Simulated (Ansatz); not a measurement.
# FH6Si2: the cost of one run

Method: RKS PBE-D4/def2-SVPD; program: Ansatz 0.2.0, Gaussian basis.

Levels: PBE-D4, revPBE-D4, BLYP-D4, r2SCAN-D4, B97M-V, PBE0-D4, B3LYP-D4, HSE06-D4, wB97X-V, wB97M-V, B2PLYP, Hartree-Fock, MP2, CCSD, CCSD(T). The reference is CCSD(T) extrapolated to the basis limit.

Cores are frozen in the correlated methods. B3LYP uses VWN-RPA correlation. B2PLYP carries no dispersion term here.

163 further runs of the same task are left out: 163 set aside as unsound or not needed. Runs told in other sessions of the task aren't counted.

## (1) Where the work starts

The pair, from a GFN2-xTB docking trial: 9 atoms, charge -1, spin multiplicity 1.

Atoms are counted from 1 here; the program's logs count them from 0.

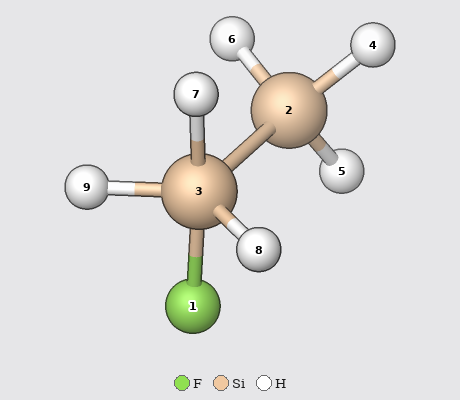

The starting geometry (fluorine green, silicon light orange, hydrogen white); atoms are numbered from 1 in the order of the file.

Coordinates:

```xyz
9

F    -0.7599   -0.1580   -1.9493
Si    0.1085    1.0400    0.6165
Si   -0.0747   -0.9352   -0.5100
H     1.3511    1.2247    1.3948
H     0.0684    2.3066   -0.1422
H    -0.9113    1.3064    1.6483
H     0.5305   -1.8372    0.6977
H     1.0645   -1.3085   -1.3772
H    -1.3772   -1.6388   -0.3787
```

Atoms 1 to 1 are fragment A (F−), the rest fragment B (Si2H6).

## (2) A first relaxation in a small basis

pre/in.yaml

```yaml
crystal:
  periodic: [false, false, false]
  atoms:
    - {symbol: F, position_ang: [-0.759900, -0.158000, -1.949300]}
    - {symbol: Si, position_ang: [0.108500, 1.040000, 0.616500]}
    - {symbol: Si, position_ang: [-0.074700, -0.935200, -0.510000]}
    - {symbol: H, position_ang: [1.351100, 1.224700, 1.394800]}
    - {symbol: H, position_ang: [0.068400, 2.306600, -0.142200]}
    - {symbol: H, position_ang: [-0.911300, 1.306400, 1.648300]}
    - {symbol: H, position_ang: [0.530500, -1.837200, 0.697700]}
    - {symbol: H, position_ang: [1.064500, -1.308500, -1.377200]}
    - {symbol: H, position_ang: [-1.377200, -1.638800, -0.378700]}
basis:
  gaussian: {orbitals: def2-SVPD}
total_charge: -1
hamiltonian: {xc: pbe, dispersion: d4}
relax: {f_tol: 0.03, max_steps: 250}
```

Launch:

```sh
$ ansatz run in.yaml --threads 4 --pin off --events-out ev --progress --plain --max-ram 9574MiB
```

**Question.** How long does this run take on 4 threads of Arm Neoverse V1, shared host?

About 10 s.
